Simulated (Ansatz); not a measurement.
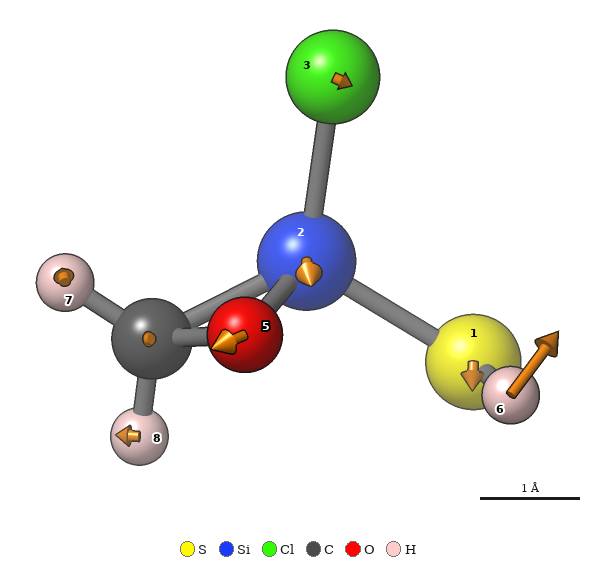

A relaxation of CH3ClOSSi. The starting structure is drawn; orange arrows show the displacements, at their true length. The two geometries are superimposed by the best rigid fit.

A ball-and-stick model, seen face on.

The run prepares the start of a later molecular dynamics calculation, from a guessed geometry.

The calculation used RKS LDA/STO-3G (Ansatz 0.2.0).

Input
```yaml
crystal:
  periodic: [false, false, false]
  atoms:
    - { symbol: S, position_ang: [-1.0691, 1.3367, 1.3987] }
    - { symbol: Si, position_ang: [0.2685, -0.0095, 0.6317] }
    - { symbol: Cl, position_ang: [2.1722, 0.275, 1.143] }
    - { symbol: C, position_ang: [-0.0872, -1.0715, -0.7761] }
    - { symbol: O, position_ang: [0.279, 0.2388, -1.0255] }
    - { symbol: H, position_ang: [-0.8459, 2.3554, 0.4892] }
    - { symbol: H, position_ang: [0.5444, -1.8899, -0.9952] }
    - { symbol: H, position_ang: [-1.1698, -1.292, -0.9216] }
basis:
  gaussian: { orbitals: STO-3G }
hamiltonian:
  xc: lda
relax:
  f_tol: 0.02
  max_steps: 40
```

Command:
```bash
ansatz run input.yaml --threads 1 --pin off --max-ram 2048MiB --backend cpu --events-out ev --progress --plain --runs-dir out
```

Q: Which element moves most?

A: Hydrogen: up to 0.90 Å, against 0.47 Å for silicon.

Q: Describe the change and its energy.

A: The largest move after the best rigid fit is that of H6, 0.90 Å. By element the largest moves are H 0.90 Å, Si 0.47 Å, O 0.46 Å, S 0.33 Å, Cl 0.23 Å, C 0.14 Å. Some distances before and after: C4–O5 1.383 → 1.518 Å, Si2–Cl3 1.992 → 2.106 Å, S1–Si2 2.047 → 2.100 Å, C4–H7 1.057 → 1.108 Å. Among the angles between lasting bonds that change: S1–Si2–O5 106.1° → 122.4°, Cl3–Si2–O5 103.1° → 113.9°, Si2–C4–H8 114.3° → 122.7°. Over 13 accepted moves (15 points after the start) the energy falls by 0.892 eV. The largest force component goes from 3.3 to 0.013 eV/Å. The line search rejected the trial steps at points 3, 10 of the run. The run took 34 s on 1 thread of Arm Neoverse V2, on a shared host, peak memory 0.17 GiB.

Limits of the set-up: STO-3G is a minimal basis, so the numbers are rough.
